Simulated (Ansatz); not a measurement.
# NHS (singlet): one geometry, many settings at distance N1–S2 = 1.421 Å

What do other methods and options give for NHS (singlet) at this geometry, and how long do they take?

Method: the settings change from run to run; program: Ansatz 0.2.0, Gaussian basis.

23 further runs of the same task are left out: 2 for a known fault of the program, 1 for a mislabelled method, 17 that didn't finish, 3 set aside as unsound or not needed.

### 1 What is computed

The geometry derives from a PBE0/def2-TZVP stationary point (not a proven minimum). One bond is set to the value named and the two fragments are kept rigid.

3 atoms, charge 0, spin multiplicity 1.

Atoms are counted from 1 here; the program's logs count them from 0.

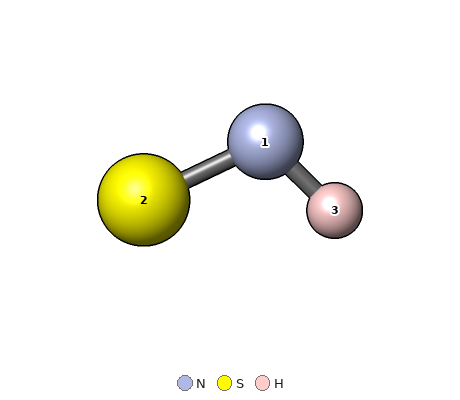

The geometry (nitrogen light blue, sulfur yellow, hydrogen pink); atoms are numbered from 1 in the order of the file.

### 2 CCSDT(Q)/B/6-31G*

in.yaml

```yaml
crystal:
  periodic: [false, false, false]
  atoms:
    - {symbol: N, position_ang: [0.000000, -0.118308, 0.953328]}
    - {symbol: S, position_ang: [0.000000, 0.026214, -0.460303]}
    - {symbol: H, position_ang: [0.000000, 0.810141, 1.395568]}
basis:
  gaussian: {orbitals: "6-31G*"}
magnetization: {spin_polarized: false}
hamiltonian: {xc: {name: PBE}}
correlation: {method: ccsdt_q_b, electrons: outside_noble_gas}
scf: {lower_state_search: off}
```

The run is started by

```bash
> ansatz run in.yaml --threads 1 --pin off --events-out ev --progress --plain --max-ram 2393MiB
```

Output, shortened:

```text
Functional definition: PBE
  name "PBE"
  cite "Perdew, Burke & Ernzerhof, Phys. Rev. Lett. 77, 3865 (1996) doi:10.1103/PhysRevLett.77.3865"
  parent pbe
[...]
603 factors; integrals over basis functions are off by at most 2.2e-7 eV
[...]
mean field -12331.76082239 eV, -453.1838514552 hartree, gradient 7.6e-6 eV, S^2 0.000000; 0 other end points of the search recorded, 0 dependent functions left out
6 core orbitals not correlated: weight in the atoms' cores, before any rotation towards them, 1.000 or more for the frozen orbitals, at most 0.000 for the correlated occupied ones
reference -12311.07897492 eV, -452.4238075793 hartree; 6, 6 occupied and 24, 24 virtual orbitals, 603 factors
second order -7.88349820 eV of doubles, -0.24020446 eV of singles
cycle   1  -8.05936935 eV  change    5.8e-2 eV  update   8.3e-2
[...]
cycle  17  -8.68001689 eV  change    1.7e-7 eV  update   3.2e-7
perturbative correction -0.03199911 eV, -0.0011759455 hartree
Total energy: -12319.79099092 eV, -452.7439682620 hartree
Checks for a lower state left out: stability, starts, cluster_reference, orbital_swaps, neighbouring_geometries, increment
```

It took 3 s on 1 thread of Arm Neoverse V2, shared host.

From the report: correlation -8.7120 eV; T1 0.011; largest double amplitude 0.15. The orbitals are Kohn-Sham ones, so correlation energy and T1 don't compare with those on Hartree-Fock orbitals.

### 3 BCCD on RHF/STO-3G

in.yaml

```yaml
crystal:
  periodic: [false, false, false]
  atoms:
    - {symbol: N, position_ang: [0.000000, -0.118308, 0.953328]}
    - {symbol: S, position_ang: [0.000000, 0.026214, -0.460303]}
    - {symbol: H, position_ang: [0.000000, 0.810141, 1.395568]}
basis:
  gaussian: {orbitals: STO-3G}
magnetization: {spin_polarized: false}
correlation: {method: bccd, electrons: valence}
scf: {omitted_lower_state_checks: [cluster_reference]}
```

The command is unchanged.

Output, shortened:

```text
Functional definition: HF
  name "HF"
  cite "Fock, Z. Phys. 61, 126 (1930) doi:10.1007/BF01340294"
  parent pbe
[...]
175 factors; integrals over basis functions are off by at most 1.9e-5 eV
[...]
mean field -12173.09209563 eV, -447.3528832961 hartree, gradient 1.5e-6 eV, S^2 0.000000; 0 other end points of the search recorded, 0 dependent functions left out; unrestricted orbitals would lower it
6 core orbitals not correlated: weight in the atoms' cores, before any rotation towards them, 1.000 or more for the frozen orbitals, at most 0.000 for the correlated occupied ones
reference -12173.09209563 eV, -447.3528832961 hartree; 6, 6 occupied and 3, 3 virtual orbitals, 175 factors
second order -2.51089937 eV of doubles, -0.00000000 eV of singles
cycle   1  -2.82033061 eV  change   -3.1e-1 eV  update   5.3e-2
[...]
cycle  10  -3.01414114 eV  change    4.4e-6 eV  update   7.7e-6
Total energy: -12176.10623677 eV, -447.4636509400 hartree
Checks for a lower state left out: cluster_reference
```

It took 0.15 s on 1 thread of Arm Neoverse V2, shared host.

From the report: correlation -3.0141 eV; largest double amplitude 0.21.

### 4 NEVPT2(4,2)/cc-pVDZ

in.yaml

```yaml
crystal:
  periodic: [false, false, false]
  atoms:
    - {symbol: N, position_ang: [0.000000, -0.118308, 0.953328]}
    - {symbol: S, position_ang: [0.000000, 0.026214, -0.460303]}
    - {symbol: H, position_ang: [0.000000, 0.810141, 1.395568]}
basis:
  gaussian: {orbitals: cc-pVDZ}
correlation: {method: sc_nevpt2, electrons: valence, active_space: {window: {electrons: 4, orbitals: 2}}}
```

Launched as before.

Output:

```text
Functional definition: HF
  name "HF"
  cite "Fock, Z. Phys. 61, 126 (1930) doi:10.1007/BF01340294"
  parent pbe
  exchange = exact_x
  correlation = 0
374 factors; integrals over basis functions are off by at most 1.0e-3 eV
mean field evaluation 1: about -12311.3532 eV, gradient 1.8e1 eV
mean field evaluation 2: about -12311.3589 eV, gradient 1.8e1 eV
mean field evaluation 4: about -12312.1176 eV, gradient 2.4e0 eV
mean field evaluation 8: about -12312.1405 eV, gradient 6.0e-4 eV
mean field -12312.14048751 eV, -452.4628174475 hartree, gradient 2.3e-6 eV, S^2 0.000000; 0 other end points of the search recorded, 0 dependent functions left out; unrestricted orbitals would lower it
reference -12312.14048751 eV, -452.4628174475 hartree; 12, 12 occupied and 25, 25 virtual orbitals, 374 factors
state -12312.14048751 eV, -452.4628174475 hartree
state -12312.14048751 eV, -452.4628174475 hartree; corrected -12319.65736808 eV, -452.7390577131 hartree
WARN: 2 active orbitals are nearly empty or full. The corrections depend on them more than the energy does, and are more stable in an active space without them
Total energy: -12319.65736808 eV, -452.7390577131 hartree
```

It took 0.48 s on 1 thread of Arm Neoverse V2, shared host.

From the report: 1 determinant; active occupations 2.00, 2.00. The report marks this result as in doubt.

### 5 CCSD on UHF/cc-pVDZ

Edit in.yaml of step 4 so:

```diff
@@ -8,2 +8,3 @@
   gaussian: {orbitals: cc-pVDZ}
-correlation: {method: sc_nevpt2, electrons: valence, active_space: {window: {electrons: 4, orbitals: 2}}}
+magnetization: {spin_polarized: true, initial_magnetization: 0}
+correlation: {method: ccsd, electrons: all, diis_vectors: 4}
```

Launched as before.

Output, shortened:

```text
Functional definition: HF
  name "HF"
  cite "Fock, Z. Phys. 61, 126 (1930) doi:10.1007/BF01340294"
  parent pbe
[...]
374 factors; integrals over basis functions are off by at most 1.0e-3 eV
[...]
mean field -12312.33049128 eV, -452.4697999572 hartree, gradient 2.6e-6 eV, S^2 0.645070; 16 other end points of the search recorded, 0 dependent functions left out
determinant -12312.33049128 eV, -452.4697999572 hartree, with singles and doubles -12320.65183100 eV, -452.7756035514 hartree
determinant -12312.04484318 eV, -452.4593025832 hartree, with singles and doubles -12320.06516041 eV, -452.7540438049 hartree
determinant -12309.13446840 eV, -452.3523482828 hartree, with singles and doubles -12317.86170999 eV, -452.6730684956 hartree
determinant -12312.14180177 eV, -452.4628657455 hartree, with singles and doubles -12320.71717359 eV, -452.7780048476 hartree
determinant -12312.14048751 eV, -452.4628174475 hartree, with singles and doubles -12320.71919752 eV, -452.7780792256 hartree
reference -12312.33049128 eV, -452.4697999572 hartree; 12, 12 occupied and 25, 25 virtual orbitals, 374 factors
second order -7.74385188 eV of doubles, -0.00000000 eV of singles
cycle   1  -8.32254116 eV  change   -1.2e-3 eV  update   9.1e-3
[...]
cycle  14  -8.36866115 eV  change    1.8e-5 eV  update   7.2e-6
Total energy: -12320.69915243 eV, -452.7773425821 hartree
```

It took 5.5 s on 1 thread of Arm Neoverse V2, shared host.

From the report: ⟨S²⟩ of the determinant 0.645 (pure singlet: 0.00); correlation -8.3687 eV; T1 0.057; largest double amplitude 0.09. The determinant is far from a pure spin state, so its energy mixes those of several spin states (harmless only where they are near-degenerate, as at dissociation).

### 6 CASSCF(4,7)/cc-pVDZ

Edit in.yaml of step 5 so:

```diff
@@ -8,3 +8,3 @@
   gaussian: {orbitals: cc-pVDZ}
-magnetization: {spin_polarized: true, initial_magnetization: 0}
-correlation: {method: ccsd, electrons: all, diis_vectors: 4}
+correlation: {active_space: {window: {electrons: 4, orbitals: 7}}}
+output: {forces: true}
```

Launched as before.

Output, shortened:

```text
Functional definition: HF
  name "HF"
  cite "Fock, Z. Phys. 61, 126 (1930) doi:10.1007/BF01340294"
  parent pbe
[...]
374 factors; integrals over basis functions are off by at most 1.0e-3 eV
[...]
mean field -12312.14048751 eV, -452.4628174475 hartree, gradient 2.3e-6 eV, S^2 0.000000; 0 other end points of the search recorded, 0 dependent functions left out
reference -12312.14048751 eV, -452.4628174475 hartree; 12, 12 occupied and 25, 25 virtual orbitals, 374 factors
state -12314.13207265 eV, -452.5360068514 hartree
[...]
Total energy: -12314.13207265 eV, -452.5360068514 hartree
Atom 0 at     0.000000    -0.118308     0.953328 Å, force    -0.000000    -0.226536    12.090275 eV/Å
Atom 1 at     0.000000     0.026214    -0.460303 Å, force     0.000000     0.894206   -12.330045 eV/Å
Atom 2 at     0.000000     0.810141     1.395568 Å, force     0.000000    -0.667671     0.239770 eV/Å
Dipole moment:    -0.000000     0.326712     0.034551 e Å
```

Run time: 2.4 s. Hardware: 1 thread of Arm Neoverse V2, shared host.

From the report: 441 determinants; active occupations 1.98, 1.93, 0.07, 0.02, 0.00, 0.00, 0.00.

### 7 CCSDT/cc-pVDZ

Edit in.yaml of step 6 so:

```diff
@@ -8,3 +8,5 @@
   gaussian: {orbitals: cc-pVDZ}
-correlation: {active_space: {window: {electrons: 4, orbitals: 7}}}
-output: {forces: true}
+magnetization: {spin_polarized: true, initial_magnetization: 0}
+hamiltonian: {xc: {name: r2SCAN}, pseudopotentials: {relativity: none}}
+correlation: {method: ccsdt, electrons: outside_noble_gas}
+scf: {omitted_lower_state_checks: [cluster_reference]}
```

The command is unchanged.

Output, shortened:

```text
Functional definition: r2SCAN
  name "r2SCAN"
  cite "Furness, Kaplan, Ning, Perdew & Sun, J. Phys. Chem. Lett. 11, 8208 (2020) doi:10.1021/acs.jpclett.0c02405"
  cite "Furness, Kaplan, Ning, Perdew & Sun, J. Phys. Chem. Lett. 11, 9248 (2020) doi:10.1021/acs.jpclett.0c03077"
  parent r2scan
[...]
702 factors; integrals over basis functions are off by at most 1.8e-7 eV
[...]
mean field -12337.21466479 eV, -453.3842764664 hartree, gradient 3.6e-6 eV, S^2 0.566812; 7 other end points of the search recorded, 0 dependent functions left out
6 core orbitals not correlated: weight in the atoms' cores, before any rotation towards them, 1.000 or more for the frozen orbitals, at most 0.000 for the correlated occupied ones
reference -12312.04270020 eV, -452.4592238299 hartree; 6, 6 occupied and 25, 25 virtual orbitals, 702 factors
second order -7.84100617 eV of doubles, -0.18059173 eV of singles
cycle   1  -8.00288096 eV  change    1.5e-2 eV  update   8.1e-2
[...]
cycle  23  -8.68927377 eV  change    1.9e-7 eV  update   8.1e-7
Total energy: -12320.73197396 eV, -452.7785487510 hartree
Checks for a lower state left out: cluster_reference
```

It took 21 s on 1 thread of Arm Neoverse V2, shared host.

From the report: ⟨S²⟩ of the determinant 0.567 (pure singlet: 0.00); correlation -8.6893 eV; T1 0.106; largest double amplitude 0.12. The determinant is far from a pure spin state, so its energy mixes those of several spin states (harmless only where they are near-degenerate, as at dissociation). The orbitals are Kohn-Sham ones, so correlation energy and T1 don't compare with those on Hartree-Fock orbitals.

### 8 All runs side by side

Where basis and cores are those of an earlier RCCSDT(Q)/cc-pVDZ run (-12320.8167 eV), and the state is the same kind, the miss against it is given. † marks a result that the program doubts.

```csv
level,correlated,functions,energy (eV),from RCCSDT(Q) (meV),time
CCSDT(Q)/B/6-31G* (on PBE orbitals),outside noble gas,36,-12319.7910,,3 s
BCCD on RHF/STO-3G,valence,15,-12176.1062,,0.15 s
"NEVPT2(4,2)/cc-pVDZ †",valence,37,-12319.6574,,0.48 s
CCSD on UHF/cc-pVDZ,all,37,-12320.6992,,5.5 s
"CASSCF(4,7)/cc-pVDZ",,37,-12314.1321,6684.6,2.4 s
CCSDT/cc-pVDZ (on r2SCAN orbitals),outside noble gas,37,-12320.7320,,21 s
```

### 9 Outcome

| quantity | value |
| --- | --- |
| runs | 6 |
| quickest | BCCD on RHF/STO-3G, 0.15 s |
| slowest | CCSDT/cc-pVDZ (on r2SCAN orbitals), 21 s |

In words: Total energies in different bases, with other cores or another treatment of relativity can't be set against each other. CCSDT/cc-pVDZ (on r2SCAN orbitals) took 140 times as long as BCCD on RHF/STO-3G; the jobs differ in more than the method. Hartree-Fock, CASSCF and CASCI lack dynamic correlation by design.
